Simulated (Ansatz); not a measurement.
**SiHCl2O2 (SMILES [O][Si](O)(Cl)Cl): U-r2SCAN/cc-pVDZ**

Aim: the vertical doublet–quartet gap of SiHCl2O2 at U-r2SCAN/cc-pVDZ, from 2 runs. 

Program for the calculation: Ansatz 0.2.0.

58 further runs of the same task are left out: 7 that didn't finish, 51 set aside as unsound or not needed. Runs told in other sessions of the task aren't counted.

## (1) The system as given

The species is SiHCl2O2 (6 atoms), meant as a doublet with charge 0. As SMILES, `[O][Si](O)(Cl)Cl`. Geometry: relaxed at PBE0-D4/def2-TZVP. This is one conformer, not always the lowest.

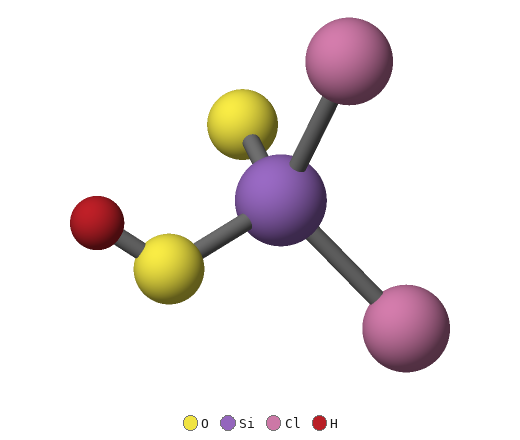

Viewed from a chosen angle; oxygen yellow, silicon purple, chlorine pink, hydrogen red.

## (2) The energy at U-r2SCAN/cc-pVDZ

run.yaml

```yaml
crystal:
  periodic: [false, false, false]
  atoms:
    - {symbol: O, position_ang: [-1.226100, 0.180900, 1.211600]}
    - {symbol: Si, position_ang: [-0.270900, 0.041200, -0.123700]}
    - {symbol: O, position_ang: [1.051900, -0.855800, 0.114900]}
    - {symbol: Cl, position_ang: [-1.218400, -0.789200, -1.696000]}
    - {symbol: Cl, position_ang: [0.111400, 2.012000, -0.434200]}
    - {symbol: H, position_ang: [1.594100, -0.653200, 0.881200]}
basis:
  gaussian: {orbitals: cc-pVDZ}
magnetization: {spin_polarized: true, initial_magnetization: 1}
hamiltonian: {xc: {name: r2SCAN}}
accuracy: high
output: {orbitals: {seedname: orbitals}}
```

The run is started by

```sh
$ ansatz run run.yaml --threads 1 --pin off --max-ram 3480MiB --events-out events.jsonl --progress --plain --runs-dir runs
```

The program printed:

```text
Warning: RAYON_NUM_THREADS=1 ignored (pool sized by the plan → 1); use --threads N
Functional definition: r2SCAN
  name "r2SCAN"
  parameter k0 = 0.174
  parameter k1 = 0.065
  parameter a1 = 4.9479
  exchange = r2scan_x(k0 = k0, k1 = k1, a1 = a1)
  correlation = r2scan_c
1913 factors; integrals over basis functions are off by at most 3.6e-9 eV
mean field evaluation 1: about -37016.5535 eV, gradient 5.7e1 eV
mean field evaluation 2: about -36842.6484 eV, gradient 1.5e2 eV
mean field evaluation 4: about -37026.8516 eV, gradient 3.6e1 eV
mean field evaluation 8: about -37032.0700 eV, gradient 6.4e-1 eV
mean field evaluation 16: about -37032.0707 eV, gradient 4.0e-2 eV
mean field evaluation 32: about -37032.0709 eV, gradient 7.4e-6 eV
mean field -37032.07090798 eV, -1360.9035046292 hartree, gradient 1.6e-8 eV, S^2 0.753995; 3 other end points of the search recorded, 0 dependent functions left out
reference -37032.07090945 eV, -1360.9035046829 hartree; 33, 32 occupied and 54, 55 virtual orbitals, 1913 factors
Total energy: -37032.07090945 eV, -1360.9035046829 hartree
```

Wall time 62 s (1 thread of Arm Neoverse V2, shared host); peak memory 0.45 GiB.

## (3) The quartet

input.yaml

```yaml
crystal:
  periodic: [false, false, false]
  atoms:
    - {symbol: O, position_ang: [-1.226100, 0.180900, 1.211600]}
    - {symbol: Si, position_ang: [-0.270900, 0.041200, -0.123700]}
    - {symbol: O, position_ang: [1.051900, -0.855800, 0.114900]}
    - {symbol: Cl, position_ang: [-1.218400, -0.789200, -1.696000]}
    - {symbol: Cl, position_ang: [0.111400, 2.012000, -0.434200]}
    - {symbol: H, position_ang: [1.594100, -0.653200, 0.881200]}
basis:
  gaussian:
    orbitals: cc-pVDZ
hamiltonian:
  xc: {name: r2SCAN}
magnetization:
  spin_polarized: true
  initial_magnetization: 3
output: {orbitals: {seedname: orbitals}}
accuracy: high
```

The run is started by

```sh
$ ansatz run input.yaml --threads 1 --pin off --max-ram 3480MiB --events-out events.jsonl --progress --plain --runs-dir runs
```

The program printed, shortened:

```text
Warning: RAYON_NUM_THREADS=1 ignored (pool sized by the plan → 1); use --threads N
[... 2 set-up lines as earlier in the session ...]
[...]
1913 factors; integrals over basis functions are off by at most 3.6e-9 eV
[...]
mean field -37024.50707930 eV, -1360.6255390521 hartree, gradient 2.5e-8 eV, S^2 3.762655; 10 other end points of the search recorded, 0 dependent functions left out
reference -37024.50708082 eV, -1360.6255391079 hartree; 34, 31 occupied and 53, 56 virtual orbitals, 1913 factors
Total energy: -37024.50708082 eV, -1360.6255391079 hartree
```

Run time: 63 s. Hardware: 1 thread of Arm Neoverse V2, shared host; peak memory 0.46 GiB.

## (4) Outcome

At U-r2SCAN/cc-pVDZ:

```
                                        quantity           value
                           doublet: total energy  -1360.90350 Eh
     doublet: HOMO energy (highest over α and β)        -7.90 eV
      doublet: LUMO energy (lowest over α and β)        -6.15 eV
                                   doublet: ⟨S²⟩           0.754
                           quartet: total energy  -1360.62554 Eh
     quartet: HOMO energy (highest over α and β)        -0.93 eV
                                   quartet: ⟨S²⟩           3.763
vertical energy of the quartet above the doublet        7.564 eV
```

What this shows: At this shape the quartet lies 7.56 eV (730 kJ/mol) above the doublet.
